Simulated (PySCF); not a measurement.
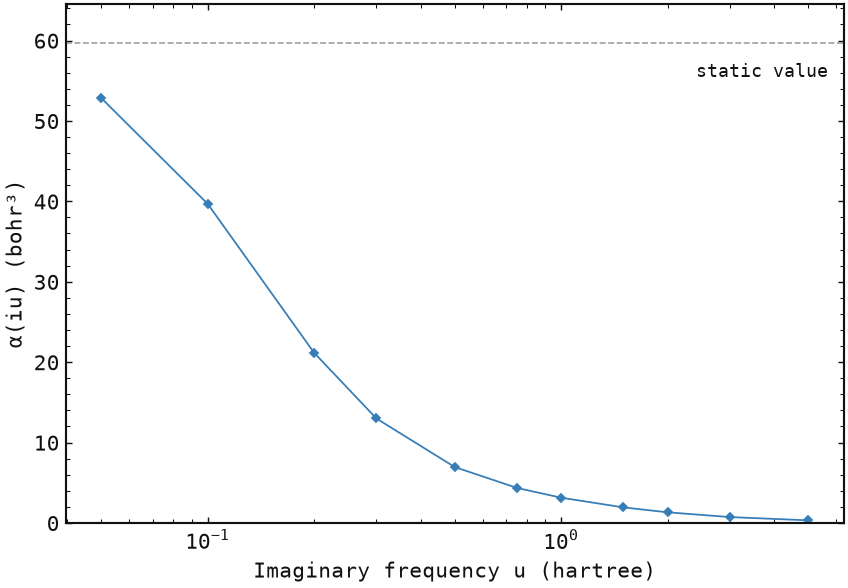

Dipole polarisability at imaginary frequency of Sc⁺ ([Ar] 3d 4s). Coupled response at the PW91 level; PySCF, aug-cc-pwCVTZ, non-relativistic, unrestricted single determinants, no spin-orbit coupling.

What follows from the curve?

The static dipole polarisability is 59.7 bohr³; α(iu) falls to half of it near u = 0.14 hartree. The Casimir–Polder integral gives C₆ = 405 hartree bohr⁶ for two such species.
